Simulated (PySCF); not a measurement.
The calculation's input:

```
{"job": {"kind": "nmr", "xc": "PBE0", "basis": "pcSseg-1"}, "charge": 0, "multiplicity": 1}
O     -0.903151    -0.427523    -1.264932
Si    -2.360544     0.006155    -0.598396
O     -2.050937     1.104867     0.611855
Si    -0.629180     1.753196     1.179325
O      0.610604     1.107858     0.282979
Si     0.678614    -0.110463    -0.849054
O      1.512651     0.353448    -2.186892
C      1.507997    -1.586259    -0.124851
C      1.941879    -1.606619     1.140379
H     -3.032074    -1.187011    -0.021032
H     -3.202944     0.646226    -1.642535
H     -0.455151     1.384128     2.609158
H     -0.649486     3.227963     1.000931
H      1.118230     1.033675    -2.740330
H      1.642035    -2.480242    -0.746168
H      1.835861    -0.733529     1.793566
H      2.426020    -2.486891     1.577109
```

Launched as:

```sh
OMP_NUM_THREADS=1 python cluster_run.py task.json out
```

Geometry: PBE0-D3(BJ)/def2-SVP.

All numbers below come from PBE0/pcSseg-1, SCF density, gas phase, non-relativistic (PySCF 2.14.0).

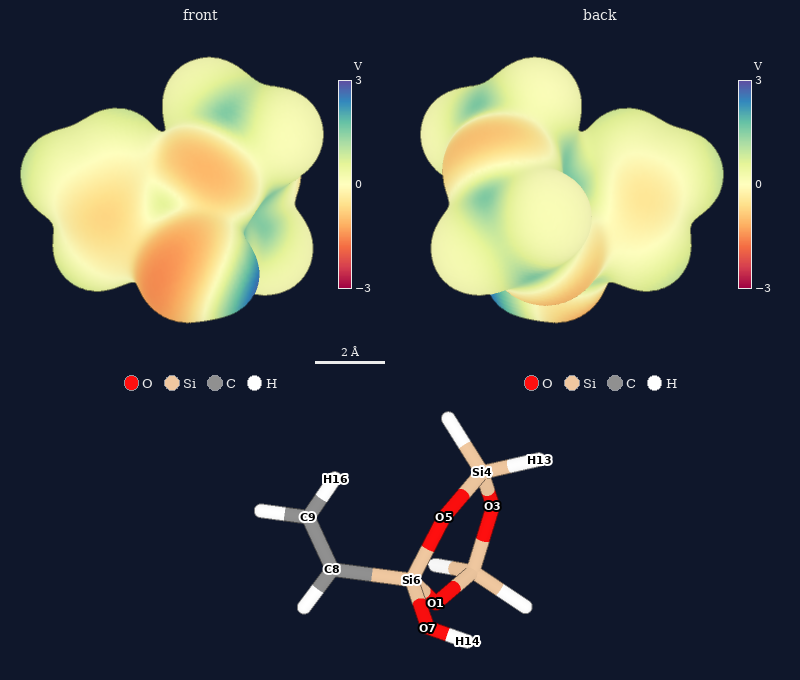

C₂H₈O₄Si₃ (SMILES C=C[Si]1(O)O[SiH2]O[SiH2]O1). The electrostatic potential painted on the density surface at 0.002 e/bohr³, seen from the front and from behind; red is negative and blue positive. The bare structure is drawn below in the same view.

**Which sites attract a positive test charge, and which a negative one?**

A positive charge is drawn to the negative regions and a negative charge to the positive ones. The most negative region (about −1.5 V) lies over O7, the most positive (about +2.5 V) over H14. O7 is the likeliest acceptor of a hydrogen bond.

**What dipole moment does the calculation give?**

Its dipole moment is 0.60 D.
